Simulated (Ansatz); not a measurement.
# Geometry relaxation, with input and output: CH6FNOSSi (part 2 of 2)

CH6FNOSSi; UKS B3LYP-D4/STO-3G (Ansatz 0.2.0). It belongs to a series of runs on one base structure; here: start relaxed.

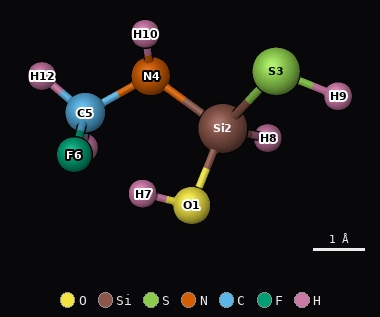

**Figure 1.** The geometry at step 18 of the log (ball-and-stick view, seen at a tilt; atoms are numbered from 1 in the order of the input).

Trajectory as extended XYZ, continued:
```
12
Properties=species:S:1:pos:R:3:forces:R:3 step=9 energy=-25790.82786
O    -0.6867   -1.6427    0.1328    0.0151  -0.0361  -0.0505
Si    0.5310   -0.6950   -0.5909   -0.0557   0.0343   0.0252
S     2.4997   -1.4494   -0.2379    0.0172   0.0267   0.0197
N     0.4698    0.9505    0.1287    0.0155   0.0033   0.0589
C    -0.9096    1.4241    0.3563    0.0330   0.0405  -0.0015
F    -1.7203    0.4730    1.1024    0.0088  -0.0077   0.0035
H    -1.2530   -0.9137    0.6088   -0.0072   0.0247   0.0255
H     0.2738   -0.5307   -2.0153    0.0108  -0.0164  -0.0033
H     2.2127   -2.6572   -0.7912   -0.0151  -0.0070  -0.0076
H     0.9868    1.0149    1.0421   -0.0140  -0.0209  -0.0576
H    -1.4160    1.5859   -0.6284   -0.0040  -0.0216   0.0017
H    -0.9112    2.3848    0.9268   -0.0044  -0.0198  -0.0139
12
Properties=species:S:1:pos:R:3:forces:R:3 step=10 energy=-25790.82376 accepted=F
O    -0.7865   -1.6133   -0.0288   -0.1289   0.5312   0.2311
Si    0.5172   -0.6939   -0.6437   -0.0092  -0.0582  -0.2019
S     2.4643   -1.4403   -0.1264   -0.1751  -0.0276  -0.0443
N     0.4468    0.9525    0.0644    0.0521   0.2103   0.4396
C    -0.9177    1.4099    0.4034   -0.0012  -0.0579  -0.0699
F    -1.6471    0.4481    1.2290    0.1704   0.0535  -0.2045
H    -1.2619   -0.9003    0.5836    0.2082  -0.3659  -0.2277
H     0.3885   -0.5734   -2.1019    0.0137  -0.0478   0.3042
H     2.2143   -2.6514   -0.6953    0.0457   0.0410   0.0246
H     1.0596    1.0746    0.9212   -0.2958  -0.1252  -0.4153
H    -1.5174    1.5562   -0.5383    0.1385  -0.0762   0.2161
H    -0.8833    2.3758    0.9669   -0.0186  -0.0771  -0.0520
12
Properties=species:S:1:pos:R:3:forces:R:3 step=12 energy=-25790.83760
O    -0.8078   -1.5981   -0.0125   -0.0174   0.3324   0.1395
Si    0.5094   -0.6994   -0.6225   -0.0038  -0.0878  -0.0872
S     2.4465   -1.4575   -0.0927   -0.1525  -0.1650  -0.1299
N     0.4532    0.9520    0.0794   -0.0278   0.0253   0.0628
C    -0.9118    1.4136    0.3920   -0.0275  -0.0467  -0.0537
F    -1.6468    0.4643    1.2202    0.0585   0.0417  -0.0237
H    -1.2601   -0.8930    0.6161    0.0844  -0.2286  -0.1721
H     0.3833   -0.5952   -2.0742    0.0278  -0.0216   0.1325
H     2.2561   -2.6141   -0.7949    0.0551   0.1830   0.1108
H     1.0405    1.0469    0.9462   -0.0460   0.0008  -0.0713
H    -1.4940    1.5364   -0.5589    0.0543  -0.0164   0.0924
H    -0.8916    2.3889    0.9359   -0.0049  -0.0171   0.0000
12
Properties=species:S:1:pos:R:3:forces:R:3 step=13 energy=-25790.84151
O    -0.8390   -1.5833   -0.0494    0.0036   0.4081   0.1356
Si    0.5039   -0.7007   -0.6297   -0.0652  -0.1656  -0.1674
S     2.4186   -1.4730   -0.0468   -0.0590  -0.1645  -0.1000
N     0.4460    0.9564    0.0579   -0.0057   0.0651   0.1547
C    -0.9141    1.4108    0.4047   -0.0161  -0.0643  -0.0382
F    -1.6193    0.4597    1.2571    0.0637   0.0354  -0.0722
H    -1.2725   -0.8870    0.6026    0.0895  -0.2499  -0.1571
H     0.4207   -0.6160   -2.0874    0.0113  -0.0246   0.1809
H     2.2836   -2.6075   -0.7975   -0.0011   0.2254   0.1158
H     1.0577    1.0711    0.9072   -0.0826  -0.0252  -0.1355
H    -1.5233    1.5265   -0.5303    0.0613  -0.0207   0.0993
H    -0.8853    2.3878    0.9455    0.0004  -0.0193  -0.0160
12
Properties=species:S:1:pos:R:3:forces:R:3 step=15 energy=-25790.85292 accepted=F
O    -0.9656   -1.4978   -0.1890    0.0307   0.2072   0.0707
Si    0.4769   -0.7221   -0.6496    0.0383   0.0312   0.0486
S     2.3030   -1.5148    0.1571   -0.2272  -0.4471  -0.6501
N     0.4318    0.9552   -0.0095   -0.1145   0.0855   0.1025
C    -0.9038    1.3886    0.4421    0.0026   0.0049  -0.0218
F    -1.5159    0.4385    1.3635    0.0565  -0.0235  -0.1184
H    -1.3096   -0.8835    0.5800    0.0472  -0.0695  -0.0550
H     0.5425   -0.7339   -2.1075    0.0102  -0.0139   0.1727
H     2.3387   -2.4574   -0.8470    0.2010   0.2950   0.4954
H     1.1182    1.1201    0.7712   -0.0932  -0.0501  -0.1335
H    -1.5917    1.4773   -0.4393    0.0616  -0.0194   0.0860
H    -0.8476    2.3747    0.9621   -0.0131  -0.0004   0.0028
12
Properties=species:S:1:pos:R:3:forces:R:3 step=16 energy=-25790.86710
O    -0.9429   -1.4984   -0.1720   -0.0345   0.0047   0.0171
Si    0.4824   -0.7123   -0.6524   -0.0551   0.0213   0.0118
S     2.3218   -1.5153    0.0991    0.0033  -0.0262   0.0123
N     0.4275    0.9598    0.0029    0.0396   0.0131   0.0234
C    -0.9102    1.3966    0.4375    0.0020  -0.0780  -0.0529
F    -1.5373    0.4423    1.3407    0.0054  -0.0243   0.0163
H    -1.2941   -0.8902    0.5944    0.0353   0.0250  -0.0465
H     0.5125   -0.7007   -2.1050    0.0151  -0.0180   0.0038
H     2.3571   -2.5213   -0.8153   -0.0073   0.0528   0.0108
H     1.1017    1.1144    0.7925   -0.0098  -0.0048  -0.0404
H    -1.5824    1.4913   -0.4527    0.0061   0.0046   0.0294
H    -0.8592    2.3784    0.9643   -0.0001   0.0298   0.0148
12
Properties=species:S:1:pos:R:3:forces:R:3 step=18 energy=-25790.87843
O    -1.0242   -1.4483   -0.2466   -0.0108  -0.0053  -0.0341
Si    0.4531   -0.7328   -0.6662    0.0784  -0.0045   0.0185
S     2.2208   -1.5677    0.2141    0.0031   0.0072   0.0480
N     0.4076    0.9573   -0.0562   -0.0396   0.0267   0.0104
C    -0.9015    1.3841    0.4637   -0.0328   0.0326   0.0319
F    -1.4725    0.4196    1.3939    0.0225  -0.0453  -0.0123
H    -1.3259   -0.8738    0.5641   -0.0369   0.0281   0.0321
H     0.5920   -0.7810   -2.1094   -0.0499  -0.0069  -0.0244
H     2.4469   -2.4141   -0.8233   -0.0015   0.0099  -0.0173
H     1.1299    1.1528    0.6769    0.0946  -0.0347   0.0019
H    -1.6322    1.4880   -0.3759   -0.0185   0.0026  -0.0325
H    -0.8171    2.3605    0.9988   -0.0086  -0.0104  -0.0223
12
Properties=species:S:1:pos:R:3:forces:R:3 step=19 energy=-25790.88014
O    -1.0513   -1.4355   -0.2654    0.0231   0.0112  -0.0262
Si    0.4433   -0.7441   -0.6698   -0.0360   0.0261   0.0833
S     2.1853   -1.5848    0.2577    0.0026  -0.0856  -0.1691
N     0.4080    0.9498   -0.0686   -0.0435   0.0570   0.0163
C    -0.8939    1.3795    0.4690    0.0033   0.0155   0.0088
F    -1.4526    0.4129    1.4051    0.0051  -0.0189  -0.0109
H    -1.3443   -0.8678    0.5540   -0.0053   0.0062   0.0205
H     0.5854   -0.7998   -2.1128    0.0233  -0.0275   0.0001
H     2.4885   -2.3532   -0.8254    0.0075   0.0582   0.1151
H     1.1469    1.1482    0.6486    0.0251  -0.0337  -0.0152
H    -1.6364    1.4838   -0.3612    0.0023  -0.0001  -0.0125
H    -0.8019    2.3557    1.0026   -0.0073  -0.0084  -0.0104
12
Properties=species:S:1:pos:R:3:forces:R:3 step=21 energy=-25790.88161
O    -1.0611   -1.4292   -0.2617   -0.0157  -0.0373  -0.0172
Si    0.4369   -0.7490   -0.6625    0.0200  -0.0017   0.0082
S     2.1761   -1.6045    0.2568   -0.0108   0.0032  -0.0016
N     0.4084    0.9475   -0.0663    0.0135   0.0203   0.0104
C    -0.8926    1.3820    0.4687   -0.0182  -0.0054  -0.0224
F    -1.4565    0.4177    1.4041   -0.0020   0.0000   0.0119
H    -1.3540   -0.8632    0.5585   -0.0005   0.0204   0.0135
H     0.5853   -0.8152   -2.1043    0.0048  -0.0026  -0.0047
H     2.5182   -2.3233   -0.8433   -0.0013   0.0046  -0.0054
H     1.1500    1.1381    0.6505    0.0055  -0.0020   0.0043
H    -1.6300    1.4845   -0.3667   -0.0078   0.0046   0.0094
H    -0.8038    2.3593    1.0003    0.0123  -0.0039  -0.0062
12
Properties=species:S:1:pos:R:3:forces:R:3 step=22 energy=-25790.88157 accepted=F
O    -1.0644   -1.4325   -0.2595   -0.0013   0.0129   0.0143
Si    0.4346   -0.7524   -0.6602    0.0107   0.0248  -0.0132
S     2.1716   -1.6090    0.2587    0.0128  -0.0132   0.0062
N     0.4089    0.9462   -0.0647   -0.0106  -0.0598  -0.0560
C    -0.8936    1.3815    0.4663    0.0551   0.0326   0.0378
F    -1.4582    0.4200    1.4040   -0.0095  -0.0003  -0.0100
H    -1.3560   -0.8608    0.5582   -0.0129  -0.0106   0.0013
H     0.5853   -0.8199   -2.1021    0.0012   0.0018   0.0031
H     2.5267   -2.3083   -0.8500    0.0007   0.0040  -0.0002
H     1.1498    1.1335    0.6541   -0.0195   0.0040   0.0057
H    -1.6321    1.4884   -0.3673    0.0062  -0.0131  -0.0043
H    -0.7957    2.3582    0.9964   -0.0329   0.0170   0.0151
12
Properties=species:S:1:pos:R:3:forces:R:3 step=24 energy=-25790.88189
O    -1.0679   -1.4309   -0.2593   -0.0010   0.0009   0.0059
Si    0.4331   -0.7548   -0.6594    0.0004   0.0087  -0.0012
S     2.1677   -1.6150    0.2620    0.0055  -0.0144  -0.0125
N     0.4091    0.9440   -0.0662   -0.0026  -0.0143  -0.0151
C    -0.8916    1.3823    0.4671    0.0118   0.0085   0.0059
F    -1.4580    0.4213    1.4044   -0.0022  -0.0004  -0.0010
H    -1.3598   -0.8597    0.5585   -0.0006  -0.0017  -0.0016
H     0.5858   -0.8240   -2.1009    0.0002   0.0015   0.0018
H     2.5344   -2.2969   -0.8542    0.0001   0.0082   0.0119
H     1.1506    1.1312    0.6519   -0.0061   0.0017   0.0036
H    -1.6298    1.4876   -0.3670    0.0007  -0.0020  -0.0012
H    -0.7966    2.3597    0.9971   -0.0061   0.0033   0.0033
12
Properties=species:S:1:pos:R:3:forces:R:3 step=25 energy=-25790.88198
O    -1.0754   -1.4313   -0.2560    0.0006   0.0034   0.0096
Si    0.4284   -0.7614   -0.6565   -0.0026   0.0114  -0.0020
S     2.1586   -1.6280    0.2671    0.0189  -0.0340  -0.0455
N     0.4097    0.9391   -0.0664   -0.0013  -0.0175  -0.0141
C    -0.8895    1.3833    0.4658    0.0113   0.0075   0.0067
F    -1.4606    0.4254    1.4038   -0.0017  -0.0001  -0.0028
H    -1.3665   -0.8564    0.5598    0.0006  -0.0036  -0.0041
H     0.5834   -0.8330   -2.0975   -0.0007   0.0032   0.0020
H     2.5553   -2.2675   -0.8652   -0.0122   0.0248   0.0457
H     1.1512    1.1229    0.6528   -0.0073   0.0039   0.0033
H    -1.6269    1.4908   -0.3687    0.0006  -0.0021  -0.0018
H    -0.7908    2.3607    0.9951   -0.0062   0.0030   0.0031
12
Properties=species:S:1:pos:R:3:forces:R:3 step=27 energy=-25790.88209
O    -1.0788   -1.4335   -0.2477   -0.0102  -0.0145  -0.0083
Si    0.4254   -0.7680   -0.6521   -0.0007   0.0118   0.0189
S     2.1506   -1.6479    0.2697   -0.0096   0.0057  -0.0159
N     0.4112    0.9334   -0.0646    0.0051   0.0016   0.0049
C    -0.8874    1.3846    0.4628   -0.0066   0.0013  -0.0034
F    -1.4659    0.4315    1.4011    0.0001  -0.0019   0.0008
H    -1.3707   -0.8533    0.5634   -0.0021   0.0078   0.0071
H     0.5798   -0.8376   -2.0931    0.0014  -0.0019  -0.0036
H     2.5719   -2.2352   -0.8796    0.0171  -0.0100   0.0015
H     1.1499    1.1151    0.6579    0.0052   0.0000   0.0018
H    -1.6215    1.4928   -0.3745   -0.0021   0.0009  -0.0008
H    -0.7876    2.3629    0.9907    0.0022  -0.0009  -0.0030
```

The run was set up as follows.

The input:
```yaml
crystal:
  periodic: [false, false, false]
  atoms:
    - { symbol: O, position_ang: [-0.4777, -1.7302, 0.2121] }
    - { symbol: Si, position_ang: [0.4852, -0.6784, -0.609] }
    - { symbol: S, position_ang: [2.4408, -1.334, -0.3198] }
    - { symbol: "N", position_ang: [0.4129, 0.812, 0.178] }
    - { symbol: C, position_ang: [-0.901, 1.5147, 0.281] }
    - { symbol: F, position_ang: [-1.7491, 0.7811, 1.0438] }
    - { symbol: H, position_ang: [-1.1903, -1.2264, 0.7128] }
    - { symbol: H, position_ang: [0.161, -0.5364, -2.0366] }
    - { symbol: H, position_ang: [2.2892, -2.551, -0.7524] }
    - { symbol: H, position_ang: [0.7244, 0.6854, 1.1381] }
    - { symbol: H, position_ang: [-1.384, 1.7262, -0.6478] }
    - { symbol: H, position_ang: [-0.7345, 2.4817, 0.8338] }
magnetization:
  spin_polarized: true
basis:
  gaussian: { orbitals: STO-3G }
hamiltonian:
  xc: b3lyp
  dispersion: d4
relax:
  f_tol: 0.02
  max_steps: 40
```

Launched with:
```bash
ansatz run input.yaml --threads 1 --pin off --max-ram 2048MiB --backend cpu --events-out ev --progress --plain --runs-dir out
```

Key numbers:

```json
{"quantity": "outcome", "value": "converged"}
{"quantity": "total energy", "value": "−25790.8823 eV"}
{"quantity": "mean-field energy", "value": "−25790.4014 eV"}
{"quantity": "largest force (length of the vector) at the end", "value": "0.022 eV/Å"}
{"quantity": "hardware", "value": "1 thread of Arm Neoverse V2, 24 GiB of memory available, shared host"}
{"quantity": "wall time", "value": "2.7 min"}
{"quantity": "peak memory", "value": "0.24 GiB"}
```
